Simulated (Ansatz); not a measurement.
**FH5OW···H (doublet): density, localisation and related maps**

The calculation's input:

```
crystal:
  periodic: [false, false, false]
  atoms:
    - { symbol: W, position_ang: [0.0, 0.0, 0.0] }
    - { symbol: F, position_ang: [0.0, 0.0, 2.1] }
    - { symbol: H, position_ang: [1.72, 0.0, 0.0] }
    - { symbol: H, position_ang: [0.0, 1.72, 0.0] }
    - { symbol: H, position_ang: [-1.72, 0.0, 0.0] }
    - { symbol: H, position_ang: [0.0, -1.72, 0.0] }
    - { symbol: O, position_ang: [0.0, 0.0, -1.94] }
    - { symbol: H, position_ang: [0.5278, 0.7924, -2.2771] }
    - { symbol: H, position_ang: [0.0, 0.0, 3.32] }
magnetization:
  spin_polarized: true
  initial_magnetization: 1
basis:
  gaussian: { orbitals: def2-SVP }
hamiltonian:
  xc: pbe0
relax:
  f_tol: 0.15
  max_steps: 25
  restrain:
    - { distance: [1, 8], at: 2.12, k: 30.0 }
    - { distance: [0, 1], at: 1.85, k: 30.0 }
output:
  orbitals: {}
```

Run with:

```sh
ansatz run input.yaml --threads 2 --pin off --max-ram 3072MiB --backend cpu --events-out ev --progress --plain --runs-dir out
```

The fields are those of the run's last geometry, not of the input's.

Core potentials replace the inner electrons of W.

Theory: Ansatz, UKS PBE0/def2-SVP.

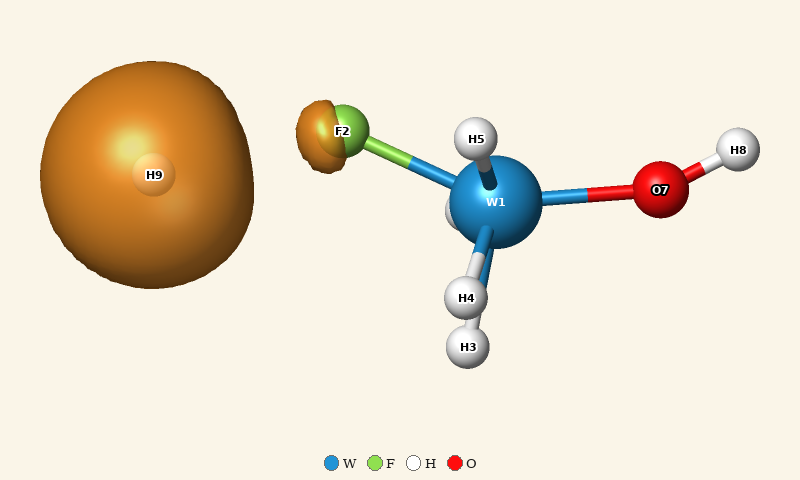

Figure 1. Isosurfaces of the spin density at +0.02 (orange) and −0.02 e/Å³ (purple), seen from one side.

Describe the spin distribution.

The unpaired spin (1 electron) lies mostly on H9 (about 0.9), in electrons by Hirshfeld's partition. Only one sign reaches the isovalue.

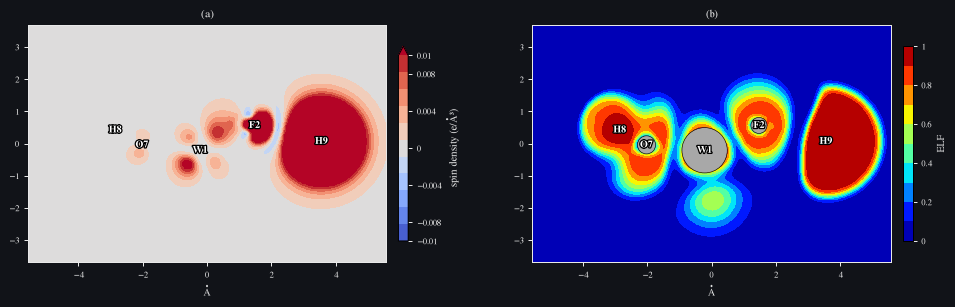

Figure 2. (a) spin density (α minus β); (b) electron localisation function on the plane of atoms F2, W1 and O7. Grey discs cover the atomic cores in the ELF map.

Read the bonding off the picture.

The section cuts through W, F, O and H sites. F2···H9 (2.13 Å): the ELF dips to about 0.05 between them. W–O (1.81 Å): the ELF peaks at about 0.80 in the valence shell of O, 0.5 Å from its nucleus, and drops to about 0.25 between the two atoms. W–F (1.86 Å): the ELF peaks at about 0.85 in the valence shell of F, 0.5 Å from its nucleus, and drops to about 0.25 between the two atoms. O–H (0.96 Å): the ELF climbs to about 1 towards the hydrogen, as it does in any bond to H: a covalent bond by its length.

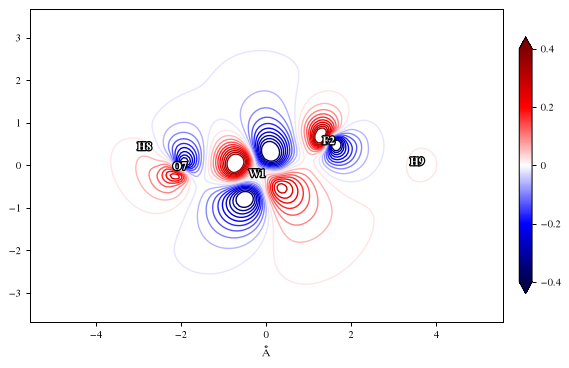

Figure 3. The LUMO (α) on the plane of atoms F2, W1 and O7 (values in Å⁻³ᐟ²; the overall sign is arbitrary).

What is the character of this orbital?

Its weight (Hirshfeld) is mainly on W1 (about 65 %), O7 (about 15 %) and F2 (about 10 %). Its energy is −2.35 eV.
